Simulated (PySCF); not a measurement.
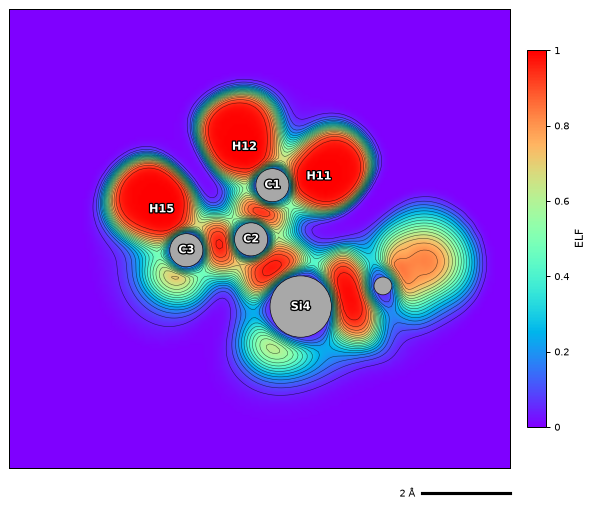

Figure 1: C$_{7}$H$_{12}$BFSi. Electron localisation function on the plane of atoms C3, C2 and Si4. Grey discs cover the atomic cores.

Geometry: GFN2-xTB.

Theory: PBE0/pcSseg-1, SCF density, gas phase, non-relativistic in PySCF.

```xyz
22

C    -1.7935    0.2099    1.3916
C    -1.4755   -0.1359    0.1505
C    -1.8646   -1.4712   -0.4025
Si   -0.4803    1.0149   -0.9950
B    -0.3986    2.8604   -0.2933
F     0.4912    3.1796    0.6246
C     1.2588    0.2596   -1.1461
C     1.5068   -1.2350   -1.2233
C     1.8038   -0.6821   -0.0905
C     2.2726   -0.6968    1.2949
H    -1.5275    1.1702    1.8045
H    -2.3375   -0.4492    2.0538
H    -2.4887   -1.3376   -1.2841
H    -0.9734   -2.0157   -0.7099
H    -2.4092   -2.0662    0.3287
H    -1.1267    0.9024   -2.3247
H    -1.0811    3.7642   -0.6233
H     1.9979    0.8927   -1.6452
H     1.4561   -2.0757   -1.8691
H     1.4404   -0.4647    1.9608
H     2.6812   -1.6714    1.5585
H     3.0371    0.0672    1.4383
```

Question: Describe what can be read from this map.

Answer: Atoms in the plane: C, Si and H.
C–Si (1.90 Å): the ELF peaks at about 0.95 between the atoms: a shared electron pair.
C–H (1.08 Å): the ELF climbs to about 1 towards the hydrogen, as it does in any bond to H: a covalent bond by its length.
